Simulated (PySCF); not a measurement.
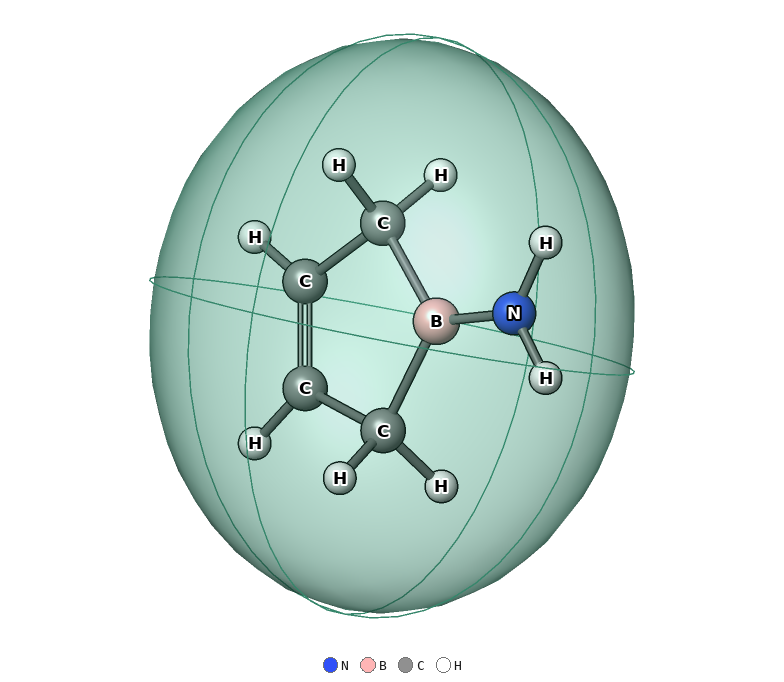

The ellipsoid shows the static dipole polarisability: its half-axes are proportional to the principal values. The computed structure is the end point of a GFN2-xTB optimisation. No frequency run is at hand to confirm it as a minimum. Method: PBE0/def2-SVPD (PySCF 2.14.0).

> Give the principal values, the mean and the anisotropy.

Principal values 49.3, 74.3, 74.4 bohr³; mean 66.0 bohr³ (9.78 Å³); anisotropy 25.1 bohr³, so the longest axis is 1.51 times the shortest.

The geometry is semi-empirical. Around B such bond lengths and angles can be off by a tenth of an ångström or more and by several degrees, and values that hang on the shape move with them.
